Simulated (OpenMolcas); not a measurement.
# How basis sets differ on GaNH2ClF (SMILES [NH2][Ga]([F])[Cl])

The species is GaNH2ClF (6 atoms), meant as a singlet with charge 0. SMILES: `[NH2][Ga]([F])[Cl]`. Geometry: relaxed at PBE0-D4/def2-TZVP.

Each level gives the dipole moment (D). The values are calculated.

```
                          level          kind     program  value (D)  CPU time
           HF/ANO-RCC-MB (DKH2)  Hartree–Fock  OpenMolcas       3.63       4 s
                      HF/STO-3G  Hartree–Fock  OpenMolcas       3.08     2.6 s
                       HF/3-21G  Hartree–Fock  OpenMolcas       3.74     3.2 s
HF/6-31G* (spherical functions)  Hartree–Fock  OpenMolcas       3.12      11 s
```

All-electron rows without a relativistic Hamiltonian named are non-relativistic. The values span 3.08 to 3.74 D. Magnitudes only. Sets without polarisation functions give poor dipoles. CPU times are rough (shared hosts, several kinds of processor and program).

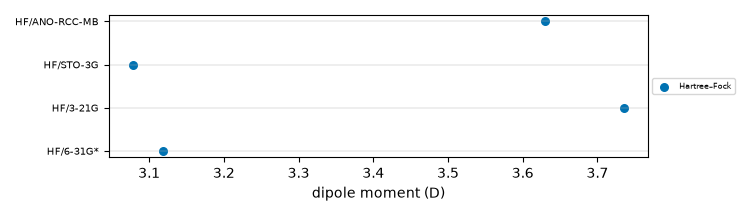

The values of the table, level by level.
